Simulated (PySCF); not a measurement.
C3H5ClF4Si

```yaml
atoms:
  - { symbol: C, position_ang: [1.7798, -0.3138, 0.7830] }
  - { symbol: Si, position_ang: [0.8361, 0.1123, -0.7948] }
  - { symbol: F, position_ang: [1.4767, 1.4682, -1.4087] }
  - { symbol: Cl, position_ang: [0.9439, -1.2849, -2.2200] }
  - { symbol: C, position_ang: [-0.9845, 0.6350, -0.5085] }
  - { symbol: C, position_ang: [-1.6698, -0.1928, 0.5380] }
  - { symbol: F, position_ang: [-1.1352, -0.0277, 1.7613] }
  - { symbol: F, position_ang: [-1.6091, -1.5119, 0.2846] }
  - { symbol: F, position_ang: [-2.9736, 0.1048, 0.6612] }
  - { symbol: H, position_ang: [1.4134, -1.2307, 1.2358] }
  - { symbol: H, position_ang: [2.8376, -0.4501, 0.5717] }
  - { symbol: H, position_ang: [1.6902, 0.4749, 1.5255] }
  - { symbol: H, position_ang: [-1.0389, 1.6745, -0.1856] }
  - { symbol: H, position_ang: [-1.5673, 0.5420, -1.4256] }
```

Geometry: GFN2-xTB.

These are results of PBE0/pcSseg-1, SCF density, gas phase, non-relativistic (PySCF), not measurements.

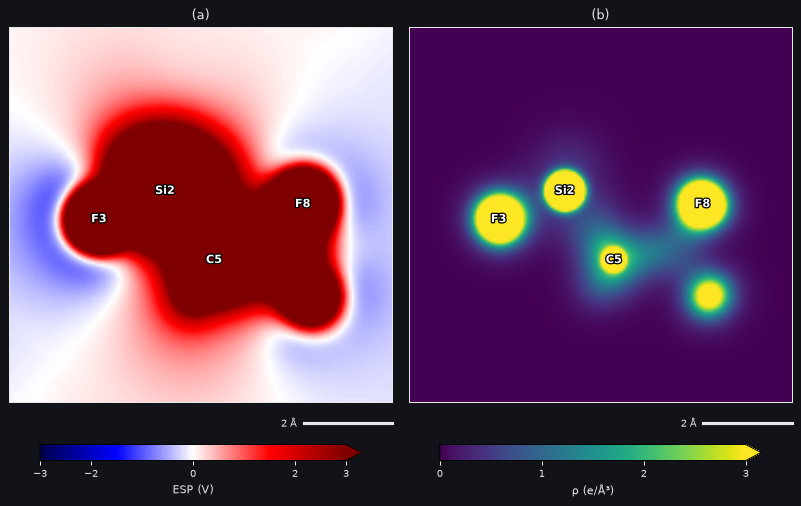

Figure 1. (a) molecular electrostatic potential; (b) total electron density on the plane of atoms F3, Si2 and C5.

> What do the fields say about this system?

Atoms in the plane: Si, F and C. Si–F (1.62 Å): ρ at the midpoint is about 1 e/Å³. C–Si (1.92 Å): the density is about 0.92 e/Å³ at the midpoint. Outside the dense part of the molecule the potential is most negative (−0.9 V) near F3.

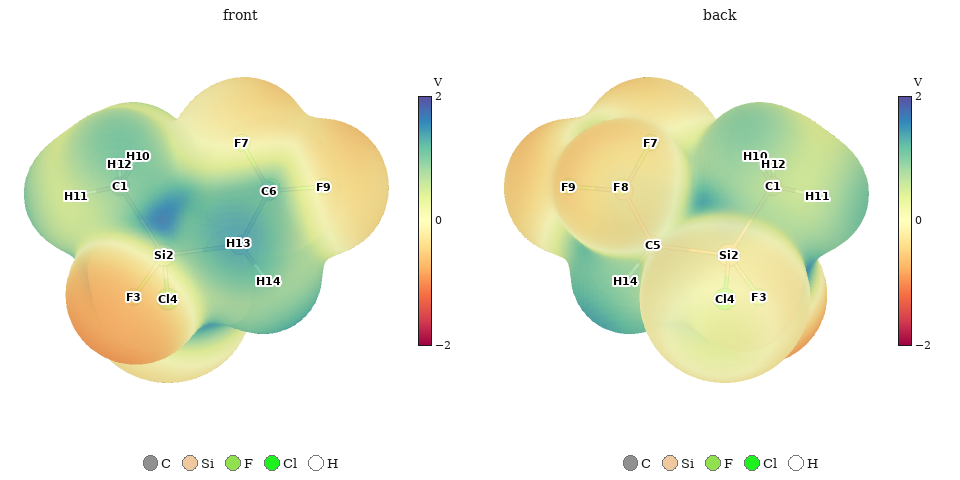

Figure 2. The electrostatic potential painted on the density surface at 0.002 e/bohr³, seen from the front and from behind; the colour scale runs from red (negative) to blue (positive).

> Which sites attract a positive test charge, and which a negative one?

A positive charge is drawn to the negative regions and a negative charge to the positive ones. The most negative region (about −0.9 V) lies over F3, the most positive (about +1.5 V) over Si2.

> What dipole moment does the calculation give?

Its dipole moment is 0.94 D.
